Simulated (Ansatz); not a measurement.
Process, species as SMILES: C=[SiH2] (CH2-SiH2) → C=[SiH-] + H+
B3LYP-D3(BJ)/def2-TZVP geometries, fixed; electronic energies without zero-point terms.

Basis-set convergence of the deprotonation energy at B3LYP with Ansatz (a quantum-chemistry and plane-wave program). Cartesian d functions, on some or all atoms, in 6-31G*, 6-31G**, 6-311+G**; all else is spherical. The program fits the integrals of some runs and decomposes those of others, by size. The proton leaves the site shown, which need not be the most acidic. No added dispersion term, no relativity. Functions are those of the species that has most. Reference: the value in aug-pcseg-3, 363.65 kcal/mol, itself unsure by roughly 0.33 kcal/mol (its mean distance from aug-cc-pV(Q+d)Z, def2-QZVPPD). Deviations are taken from unrounded values. Cost is core time over that of jun-cc-pV(T+d)Z, rough, on shared machines of one kind; a dash marks a row that isn't timed (too short, read off another run, short of memory, by another algorithm or on other hardware).

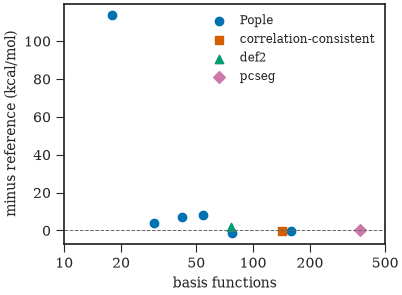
Fig. 1. Deviation from the reference against the number of basis functions, by family of sets.

```
basis              functions  deprotonation energy (kcal/mol)  minus reference (kcal/mol)  cost
-----------------  ---------  -------------------------------  --------------------------  ----
STO-3G                    18                           477.64                      113.98     -
3-21G                     30                           367.36                        3.71     -
6-31G*                    42                           370.92                        7.27     -
6-31G**                   54                           371.81                        8.16     -
def2-SVPD                 76                           365.59                        1.94  0.5×
6-311+G**                 77                           362.36                       -1.30  0.5×
jun-cc-pV(T+d)Z          143                           363.33                       -0.32    1×
6-311++G(3df,3pd)        158                           363.47                       -0.18    1×
aug-pcseg-3              370                           363.65                        0.00    4×
```
